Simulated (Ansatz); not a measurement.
```yaml
atoms:
  - { symbol: Al, position_ang: [-0.0431, 0.4399, -0.5641] }
  - { symbol: N, position_ang: [-0.0352, 0.1283, 2.5239] }
  - { symbol: H, position_ang: [-0.8445, -0.0595, 3.1217] }
  - { symbol: H, position_ang: [0.8077, 0.1454, 3.1050] }
  - { symbol: H, position_ang: [1.3921, -0.0408, -1.0803] }
  - { symbol: H, position_ang: [-1.3795, -0.2896, -1.0559] }
  - { symbol: H, position_ang: [-0.1644, 1.7316, 0.3334] }
  - { symbol: H, position_ang: [-0.1483, 1.0678, 2.0826] }
```

Not at a stationary point (largest force 0.9 eV/Å).

These are results of RKS PBE/def2-SVPD (Ansatz), not measurements.

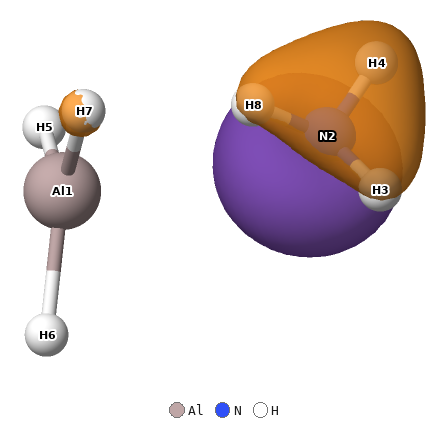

AlH$_{3}$···NH$_{3}$. The HOMO at ±0.15 Å⁻³ᐟ² (orange and purple are the two phases), seen at a tilt.

> Where does this orbital lie, and at what energy?

It lies mainly on N2 (about 75 %), H3 (about 5 %) and H4 (about 5 %); largely a lone pair of N2. Its energy is −6.72 eV.
